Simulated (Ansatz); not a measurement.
# Run report: C$_{2}$H$_{5}$GeN, frequency calculation

System: C$_{2}$H$_{5}$GeN.
Method: HF/6-31G*, RHF (Ansatz 0.2.0).

The geometry was optimised with HF/6-31G*. Figures and captions count atoms from 1; the log counts them from 0 in places.

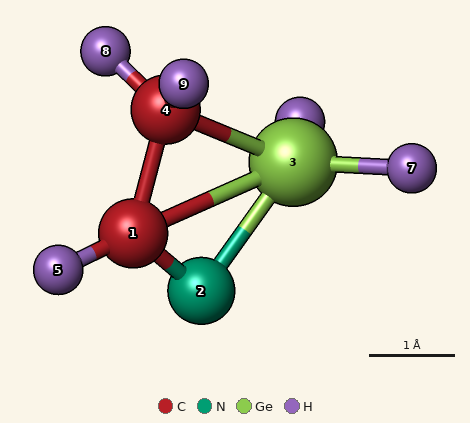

The input geometry (ball-and-stick view, seen at a tilt; atoms are numbered from 1 in the order of the input). Sticks mark near contacts. Bond lengths as drawn: C–C 1.52 Å, C–Ge 1.99 to 2.30 Å, C–H 1.08 to 1.09 Å, C–N 1.27 Å, Ge–H 1.54 Å and Ge–N 1.90 Å.

### The input
```yaml
crystal:
  periodic: [false, false, false]
  atoms:
    - {symbol: C, position_ang: [-0.185300, -0.551541, -1.080216]}
    - {symbol: "N", position_ang: [1.023644, -0.181420, -1.130240]}
    - {symbol: Ge, position_ang: [0.905231, 0.560433, 0.611738]}
    - {symbol: C, position_ang: [-0.891384, -0.197001, 0.223048]}
    - {symbol: H, position_ang: [-0.667836, -1.075235, -1.899584]}
    - {symbol: H, position_ang: [1.063956, 2.086905, 0.683116]}
    - {symbol: H, position_ang: [1.781358, -0.122756, 1.672895]}
    - {symbol: H, position_ang: [-1.721510, 0.489841, 0.104963]}
    - {symbol: H, position_ang: [-1.219761, -1.055626, 0.797280]}
basis:
  gaussian:
    orbitals: "6-31G*"
hamiltonian:
  xc: hf
phonons:
  temperatures: {t_min: 298.15, t_max: 298.15, t_step: 1}
```

Run on 1 thread of Arm Neoverse V2, 112 GiB of memory available, shared host.

Command:
```bash
ansatz run input.yaml --threads 1 --pin off --max-ram 3480MiB --events-out events.jsonl --progress --plain --runs-dir runs
```

### Log
```
Functional definition: HF
  name "HF"
  exchange = exact_x
  correlation = 0
1008 factors; integrals over basis functions are off by at most 3.2e-4 eV
mean field evaluation 1: about -60082.8119 eV, gradient 3.4e1 eV
mean field evaluation 2: about -60082.8730 eV, gradient 3.4e1 eV
mean field evaluation 4: about -60085.8432 eV, gradient 3.9e0 eV
mean field evaluation 8: about -60085.9047 eV, gradient 1.9e-1 eV
mean field -60085.90498935 eV, -2208.1162806694 hartree, gradient 1.4e-5 eV, S^2 0.000000; 0 other end points of the search recorded, 0 dependent functions left out
the calculation of the forces begins
reference -60085.90498935 eV, -2208.1162806694 hartree; 28, 28 occupied and 62, 62 virtual orbitals, 1008 factors
these checks for a lower state are left out or cut short: stability, starts, cluster_reference, orbital_swaps, neighbouring_geometries, increment
1008 factors; integrals over basis functions are off by at most 3.2e-4 eV
mean field evaluation 16: about -60085.9047 eV, gradient 8.7e-4 eV
mean field -60085.90471517 eV, -2208.1162705935 hartree, gradient 5.1e-6 eV, S^2 0.000000; 0 other end points of the search recorded, 0 dependent functions left out
[... from here on the field's lines of each further geometry are left out, up to the last ...]
the calculation of the forces begins
reference -60085.90494643 eV, -2208.1162790920 hartree; 28, 28 occupied and 62, 62 virtual orbitals, 1008 factors
these checks for a lower state are left out or cut short: stability, starts, cluster_reference, orbital_swaps, neighbouring_geometries, increment
1008 factors; integrals over basis functions are off by at most 3.2e-4 eV
mean field -60085.90494681 eV, -2208.1162791062 hartree, gradient 2.8e-6 eV, S^2 0.000000; 0 other end points of the search recorded, 0 dependent functions left out
the calculation of the forces begins
reference -60085.90494681 eV, -2208.1162791062 hartree; 28, 28 occupied and 62, 62 virtual orbitals, 1008 factors
Total energy: -60085.90498935 eV, -2208.1162806694 hartree
Atom 0 at    -0.185300    -0.551541    -1.080216 Å, force     0.000024    -0.000071    -0.000072 eV/Å
Atom 1 at     1.023644    -0.181420    -1.130240 Å, force     0.000007    -0.000063    -0.000151 eV/Å
Atom 2 at     0.905231     0.560433     0.611738 Å, force    -0.000181    -0.000007     0.000177 eV/Å
Atom 3 at    -0.891384    -0.197001     0.223048 Å, force    -0.000096     0.000079     0.000128 eV/Å
Atom 4 at    -0.667836    -1.075235    -1.899584 Å, force     0.000042    -0.000008     0.000016 eV/Å
Atom 5 at     1.063956     2.086905     0.683116 Å, force     0.000007    -0.000012    -0.000023 eV/Å
Atom 6 at     1.781358    -0.122756     1.672895 Å, force     0.000048     0.000001    -0.000002 eV/Å
Atom 7 at    -1.721510     0.489841     0.104963 Å, force     0.000006     0.000098     0.000007 eV/Å
Atom 8 at    -1.219761    -1.055626     0.797280 Å, force     0.000143    -0.000018    -0.000081 eV/Å
Dipole moment:    -0.388788     0.048094     0.389162 e Å
Vibrations: 281.36 505.68 509.96 602.50 641.66 751.93 814.31 915.89 959.64 966.02 992.14 1235.08 1270.55 1433.87 1596.01 1812.02 2232.25 2239.74 3237.86 3262.91 3291.32 cm⁻¹, zero-point energy 1.832035 eV
```

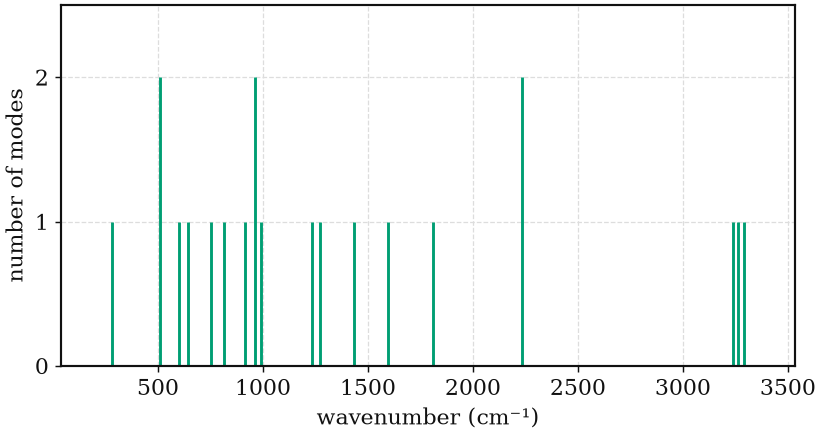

Harmonic vibrational wavenumbers from the force constants; neighbouring modes closer than 14 cm⁻¹ are counted in one stick. 21 modes from 281 to 3291 cm⁻¹, none imaginary.

### Key numbers

| quantity | value |
| --- | --- |
| outcome | converged |
| total energy | −2208.116281 hartree |
| basis functions | 90 |
| largest force | 0.000 eV/Å |
| zero-point energy | 0.067326 hartree |
| dipole moment | 2.65 D |
| wavenumbers, lowest and highest | 281 and 3291 cm⁻¹ |
| wall time | 1.9 min |
| peak memory | 0.18 GiB |
